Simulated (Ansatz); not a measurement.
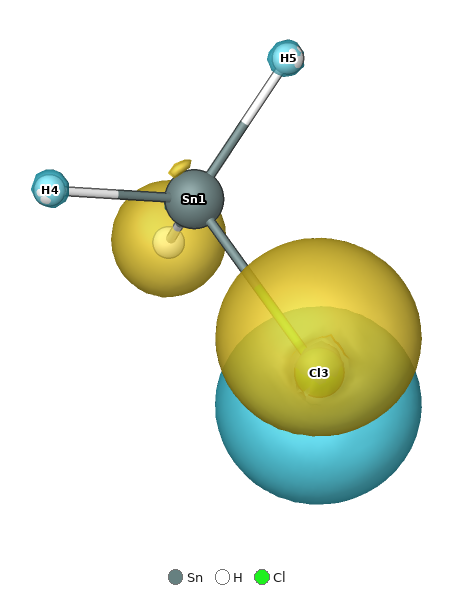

Figure. ClH3Sn. The HOMO at ±0.15 Å⁻³ᐟ² (yellow and cyan are the two phases), seen at an oblique angle.

Core potentials replace the inner electrons of Sn.

These are results of Ansatz 0.2.0, RKS PBE/def2-SVP, not measurements.

```yaml
atoms:
  - { symbol: Sn, position_ang: [-0.0464, 0.0000, 0.0169] }
  - { symbol: H, position_ang: [0.0459, 0.0000, 1.7390] }
  - { symbol: Cl, position_ang: [2.1962, 0.0000, -0.7755] }
  - { symbol: H, position_ang: [-0.7810, 1.4327, -0.6008] }
  - { symbol: H, position_ang: [-0.7810, -1.4327, -0.6008] }
```

Q: Describe this orbital and give its energy.

A: By Hirshfeld shares it lies mainly on Cl3 (about 85 %) and Sn1 (about 10 %); largely a lone pair of Cl3. It is one of a degenerate set, so its orientation is arbitrary. Its energy is −6.98 eV.
